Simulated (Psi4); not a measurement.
**SiH3I (SMILES [SiH3]I) at B3LYP/def2-TZVP (core potential)**

Aim: the vertical singlet–triplet gap of SiH3I at B3LYP/def2-TZVP (core potential), from 2 runs. Input form: a QCSchema input.

Program for the calculation: Psi4 1.11.

6 further runs of the same task are left out: 2 that didn't finish, 4 set aside as unsound or not needed.

### 1 The molecule

SiH3I has 5 atoms, charge 0, and is taken as a singlet. As SMILES, `[SiH3]I`. The shape is that of a PBE0-D4/def2-TZVP optimisation.

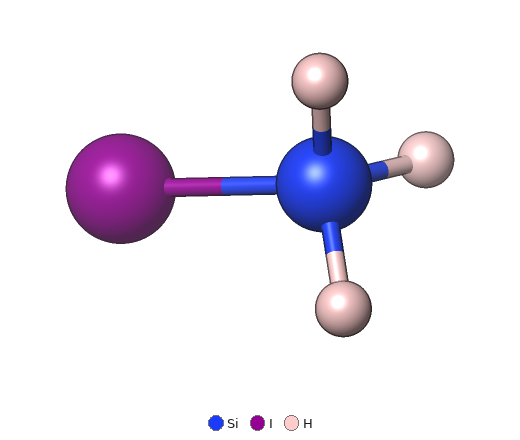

Viewed from a chosen angle; silicon blue, iodine purple, hydrogen pink.

### 2 Energy and forces at B3LYP/def2-TZVP (core potential)

Input file input.json:

```json
{
 "schema_name": "qcschema_input",
 "schema_version": 1,
 "molecule": {
  "schema_name": "qcschema_molecule",
  "schema_version": 2,
  "symbols": ["Si", "I", "H", "H", "H"],
  "geometry": [-0.31293865, 0.13095802, -0.14607583, 3.60503053, -1.74478413, 1.39423993, -2.16260258, 0.16818563, 1.95378784, -1.26857315, -1.42806603, -2.26464779, 0.23338118, 2.7344337, -1.01534985],
  "molecular_charge": 0,
  "molecular_multiplicity": 1,
  "fix_symmetry": "c1"
 },
 "driver": "gradient",
 "model": {
  "method": "b3lyp",
  "basis": "def2-TZVP"
 },
 "keywords": {
  "puream": true,
  "e_convergence": 1e-09,
  "d_convergence": 1e-08,
  "scf_type": "pk",
  "dft_radial_points": 99,
  "dft_spherical_points": 590,
  "scf_properties": ["MAYER_INDICES", "WIBERG_LOWDIN_INDICES", "LOWDIN_CHARGES"]
 }
}
```

The run is started by

```bash
$ psi4 --qcschema input.json -n 1 --memory 1600MB
```

stdout:

```text
[...]
                   'protocols': {'error_correction': {'default_policy': True, 'policies': None},
                                 'native_files': 'none',
[...]
    !!!  WARNING: ECP capability is in beta. Please check occupations closely.  !!!
[...]
  Running in c1 symmetry.
[...]
  Nuclear repulsion =  103.891267759660039
[...]
  Multiplicity = 1
[...]
  Nalpha       = 21
  Nbeta        = 21
[...]
    Number of basis functions: 105
[...]
   @RKS iter   1:  -588.89246367604028   -2.30386e+00   7.92750e-03 ADIIS/DIIS
[...]
   @RKS iter  10:  -589.16172926439640   -3.75167e-12   5.94482e-09 DIIS
[...]
    Orbital Energies [Eh]
    ---------------------
    Doubly Occupied:
       1A    -66.148037     2A     -6.843433     3A     -5.309003
       4A     -4.865259     5A     -4.857409     6A     -4.857409
       7A     -3.668915     8A     -3.665575     9A     -3.665575
      10A     -1.913896    11A     -1.910975    12A     -1.910975
      13A     -1.904119    14A     -1.904119    15A     -0.707087
      16A     -0.547678    17A     -0.378271    18A     -0.378267
      19A     -0.346243    20A     -0.274968    21A     -0.274966
[...]
  @RKS Final Energy:  -589.16172926439640
   => Energetics <=
    Nuclear Repulsion Energy =            103.8912677596600389
    One-Electron Energy =               -1128.0450289721866284
    Two-Electron Energy =                 470.8609839130743921
    DFT Exchange-Correlation Energy =     -35.8689519649441593
    Empirical Dispersion Energy =           0.0000000000000000
    VV10 Nonlocal Energy =                  0.0000000000000000
    Total Energy =                       -589.1617292643963992
[...]
 Multipole Moments:
 ------------------------------------------------------------------------------------
     Multipole            Electronic (a.u.)      Nuclear  (a.u.)        Total (a.u.)
 ------------------------------------------------------------------------------------
 L = 1.  Multiply by 2.5417464519 to convert [e a0] to [Debye]
 Dipole X            :         35.5745759          -35.9529848           -0.3784089
 Dipole Y            :        -17.0316184           17.2127590            0.1811407
 Dipole Z            :         13.9857355          -14.1345210           -0.1487854
 Magnitude           :                                                    0.4451318
[...]
  -Total Gradient:
     Atom            X                  Y                   Z
    ------   -----------------  -----------------  -----------------
       1        0.004877002555    -0.002341559225     0.001916955738
       2       -0.004424419725     0.002120162050    -0.001738626540
       3       -0.000789945128    -0.000116265914     0.001342341284
       4       -0.000270285604    -0.001051695242    -0.001126020708
       5        0.000612090372     0.001387000211    -0.000392827085
[...]
```

The result, in JSON:

```text
{
 "driver": "gradient",
 "model": {
  "method": "b3lyp",
  "basis": "def2-TZVP"
 },
 "success": true,
 "return_result": [0.00487700255540255, -0.0023415592250247853, 0.0019169557382320871, -0.004424419724981893, 0.0021201620497470833, -0.001738626539782899, -0.0007899451279699127, -0.00011626591416046298, 0.0013423412841126747, -0.0002702856035335585, -0.0010516952416456393, -0.0011260207076465578, 0.0006120903723868913, 0.0013870002112335439, -0.0003928270849850937],
 "properties": {
  "calcinfo_nbasis": 105,
  "calcinfo_nmo": 105,
  "calcinfo_nalpha": 21,
  "calcinfo_nbeta": 21,
  "calcinfo_natom": 5,
  "nuclear_repulsion_energy": 103.89126775966004,
  "return_energy": -589.1617292643964,
  "return_gradient": [0.00487700255540255, -0.0023415592250247853, 0.0019169557382320871, -0.004424419724981893, 0.0021201620497470833, -0.001738626539782899, -0.0007899451279699127, -0.00011626591416046298, 0.0013423412841126747, -0.0002702856035335585, -0.0010516952416456393, -0.0011260207076465578, 0.0006120903723868913, 0.0013870002112335439, -0.0003928270849850937],
  "scf_one_electron_energy": -1128.0450289721866,
  "scf_two_electron_energy": 470.8609839130744,
  "scf_xc_energy": -35.86895196494416,
  "scf_dipole_moment": [-0.3784088915967416, 0.18114065695705506, -0.1487854423614845],
  "scf_total_energy": -589.1617292643964,
  "scf_total_gradient": [0.00487700255540255, -0.0023415592250247853, 0.0019169557382320871, -0.004424419724981893, 0.0021201620497470833, -0.001738626539782899, -0.0007899451279699127, -0.00011626591416046298, 0.0013423412841126747, -0.0002702856035335585, -0.0010516952416456393, -0.0011260207076465578, 0.0006120903723868913, 0.0013870002112335439, -0.0003928270849850937],
  "scf_iterations": 10
 }
}
```

Wall time 35 s (1 thread of Intel Xeon Platinum 8488C (Sapphire Rapids), shared host); peak memory 0.64 GiB.

### 3 The triplet: a single-point energy at UB3LYP/def2-TZVP (core potential)

Input file job.json:

```json
{
 "schema_name": "qcschema_input",
 "schema_version": 1,
 "molecule": {
  "schema_name": "qcschema_molecule",
  "schema_version": 2,
  "symbols": ["Si", "I", "H", "H", "H"],
  "geometry": [-0.31293865, 0.13095802, -0.14607583, 3.60503053, -1.74478413, 1.39423993, -2.16260258, 0.16818563, 1.95378784, -1.26857315, -1.42806603, -2.26464779, 0.23338118, 2.7344337, -1.01534985],
  "molecular_charge": 0,
  "molecular_multiplicity": 3,
  "fix_symmetry": "c1",
  "fix_com": true,
  "fix_orientation": true
 },
 "driver": "energy",
 "model": {
  "method": "b3lyp",
  "basis": "def2-TZVP"
 },
 "keywords": {
  "reference": "uks",
  "puream": true,
  "e_convergence": 1e-09,
  "d_convergence": 1e-08,
  "scf_type": "pk",
  "dft_radial_points": 99,
  "dft_spherical_points": 590,
  "maxiter": 200,
  "scf_properties": ["MULLIKEN_CHARGES", "DIPOLE", "QUADRUPOLE"]
 }
}
```

The run is started by

```bash
$ psi4 --qcschema job.json -n 1 --memory 1600MB
```

stdout (excerpt; [...] marks lines left out):

```text
[...]
                   'protocols': {'error_correction': {'default_policy': True, 'policies': None},
                                 'native_files': 'none',
[...]
  Running in c1 symmetry.
[...]
  Nuclear repulsion =  103.891267759660039
[...]
  Multiplicity = 3
[...]
  Nalpha       = 22
  Nbeta        = 20
[...]
    Number of basis functions: 105
[...]
   @UKS iter   1:  -588.72134812459706   -2.13266e+00   7.57907e-03 ADIIS/DIIS
[...]
   @UKS iter  41:  -588.96734673429353   -1.00044e-11   5.68271e-09 DIIS
[...]
   @S^2 Observed:                2.003391857E+00
[...]
  @UKS Final Energy:  -588.96734673429353
   => Energetics <=
    Nuclear Repulsion Energy =            103.8912677596600389
    One-Electron Energy =               -1127.1388918477834977
    Two-Electron Energy =                 470.1383574835455761
    DFT Exchange-Correlation Energy =     -35.8580801297156739
    Empirical Dispersion Energy =           0.0000000000000000
    VV10 Nonlocal Energy =                  0.0000000000000000
    Total Energy =                       -588.9673467342935282
[...]
 Multipole Moments:
 ------------------------------------------------------------------------------------
     Multipole            Electronic (a.u.)      Nuclear  (a.u.)        Total (a.u.)
 ------------------------------------------------------------------------------------
 L = 1.  Multiply by 2.5417464519 to convert [e a0] to [Debye]
 Dipole X            :        -82.0855504           82.5468276            0.4612772
 Dipole Y            :         40.0766125          -40.3116377           -0.2350251
 Dipole Z            :        -31.2511857           31.4847268            0.2335411
 Magnitude           :                                                    0.5679391
 L = 2.  Multiply by 1.3450342976 to convert [e a0^2] to [Debye ang]
 Quadrupole XX       :       -366.6132629          332.6177510          -33.9955120
 Quadrupole XY       :        156.9036858         -155.7376941            1.1659917
[...]
  Mulliken Charges: (a.u.)
   Center  Symbol    Alpha    Beta     Spin     Total
       1    SI     7.39877  6.69835  0.70042 -0.09712
       2     I    12.98668 11.81125  1.17543  0.20206
       3     H     0.55309  0.47120  0.08189 -0.02429
       4     H     0.53038  0.51020  0.02018 -0.04058
       5     H     0.53108  0.50899  0.02208 -0.04007
   Total alpha = 22.00000, Total beta = 20.00000, Total charge = -0.00000
[...]
```

The result, in JSON:

```text
{
 "driver": "energy",
 "model": {
  "method": "b3lyp",
  "basis": "def2-TZVP"
 },
 "success": true,
 "return_result": -588.9673467342935,
 "properties": {
  "calcinfo_nbasis": 105,
  "calcinfo_nmo": 105,
  "calcinfo_nalpha": 22,
  "calcinfo_nbeta": 20,
  "calcinfo_natom": 5,
  "nuclear_repulsion_energy": 103.89126775966004,
  "return_energy": -588.9673467342935,
  "scf_one_electron_energy": -1127.1388918477835,
  "scf_two_electron_energy": 470.1383574835456,
  "scf_xc_energy": -35.858080129715674,
  "scf_dipole_moment": [0.4612771518814469, -0.2350251472821796, 0.23354109710084003],
  "scf_total_energy": -588.9673467342935,
  "scf_iterations": 41
 }
}
```

Wall time 87 s (1 thread of Intel Xeon Platinum 8488C (Sapphire Rapids), shared host); peak memory 0.63 GiB.

### 4 What came out

At B3LYP/def2-TZVP (core potential):

| quantity | value |
| --- | --- |
| singlet: total energy | -589.16173 Eh |
| singlet: dipole moment | 1.13 D |
| singlet: HOMO energy | -7.48 eV |
| singlet: LUMO energy | -1.00 eV |
| singlet: HOMO–LUMO gap | 6.48 eV |
| singlet: largest force on an atom | 0.295 eV/Å |
| triplet: total energy | -588.96735 Eh |
| triplet: dipole moment | 1.44 D |
| triplet: HOMO energy (highest over α and β) | -2.62 eV |
| triplet: ⟨S²⟩ | 2.003 |
| vertical energy of the triplet above the singlet | 5.289 eV |

**Reading.** At this shape the triplet lies 5.29 eV (122 kcal/mol) above the singlet. The largest force (singlet) is 0.30 eV/Å: the shape isn't a stationary point for this species at this level.
